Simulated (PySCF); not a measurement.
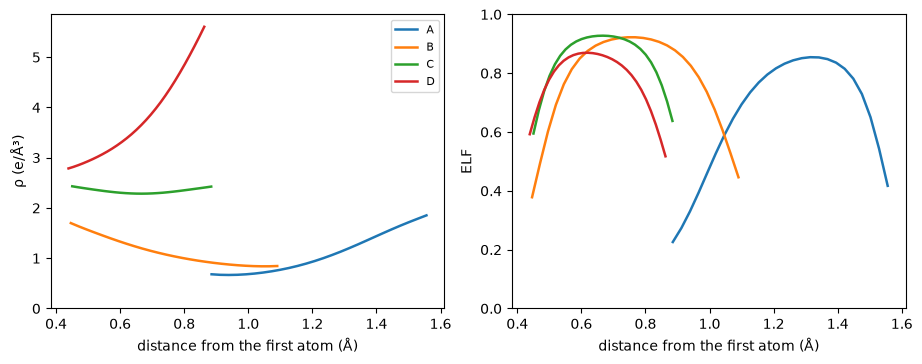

C4H7ClGeO. Total electron density and electron localisation function along straight lines between neighbouring atoms. The curves leave out the atomic cores.

Geometry: GFN2-xTB.

These are results of PBE0/def2-SVPD, SCF density, gas phase (PySCF), not measurements.

```xyz
14

C    -2.0640    0.4946   -0.3763
Ge   -0.7100   -0.7729    0.3234
Cl   -1.5828   -2.7167    0.0664
C     0.9500   -0.9475   -0.7509
C     1.9085   -0.0189   -0.7456
C     1.7242    1.1681    0.0736
O     0.7170    1.3820    0.7100
H    -3.0211    0.2907    0.0951
H    -2.1728    0.3544   -1.4486
H    -1.7795    1.5198   -0.1756
H    -0.4219   -0.6965    1.8065
H     1.0668   -1.8405   -1.3494
H     2.8230   -0.1018   -1.3174
H     2.5620    1.8848    0.0917
```

### Which curve belongs to which contact (C–C, C–Ge, C–O and Ge–Cl)? The first atom named is at distance zero.

Curve A: Ge–Cl (2.15 Å): ρ at the midpoint is about 0.74 e/Å³; the ELF peaks at about 0.85 in the valence shell of Cl, 0.8 Å from its nucleus, and is about 0.65 at the midpoint. Curve B: C–Ge (1.98 Å): ρ at the midpoint is about 0.85 e/Å³; the ELF peaks at about 0.90 between the atoms: a shared electron pair. Curve C: C–C (1.33 Å): ρ is about 2.3 e/Å³ halfway; the ELF peaks at about 0.95 between the atoms; a short, multiple covalent bond. Curve D: C–O (1.21 Å): ρ is about 3.3 e/Å³ halfway; the ELF peaks at about 0.85 between the atoms (a multiple bond).
